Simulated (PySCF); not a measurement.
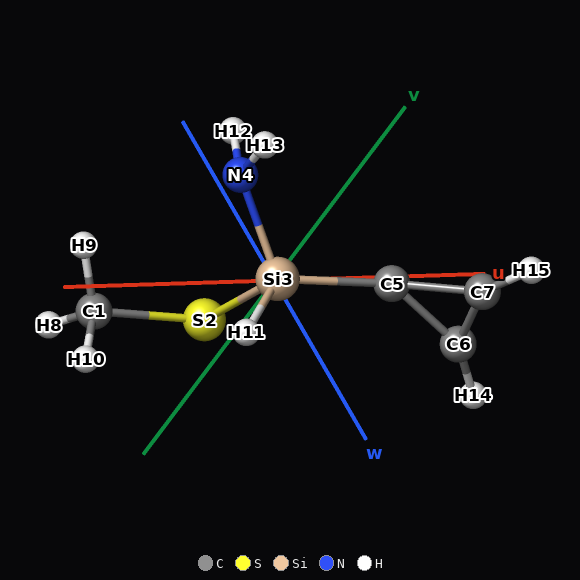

The lines u, v and w are the principal axes of the g tensor. The species is neutral and a spin doublet. Computed geometry: GFN2-xTB optimisation. No frequency run is at hand to confirm it as a minimum. Properties computed with UKS B3LYP, pcH-1 on C H N S Si, non-relativistic, mean-field spin-orbit, GIAO (PySCF 2.14.0).

### Along which axis does g lie farthest from the free-electron value?

Along v: the shift is 857 ppm.

Give the principal values and shifts.

```tsv
axis	g	shift (ppm)
u	2.00266	345
v	2.00318	857
w	2.00184	−475
```

The geometry is semi-empirical. Around Si such bond lengths and angles can be off by a tenth of an ångström or more and by several degrees, and values that hang on the shape move with them.
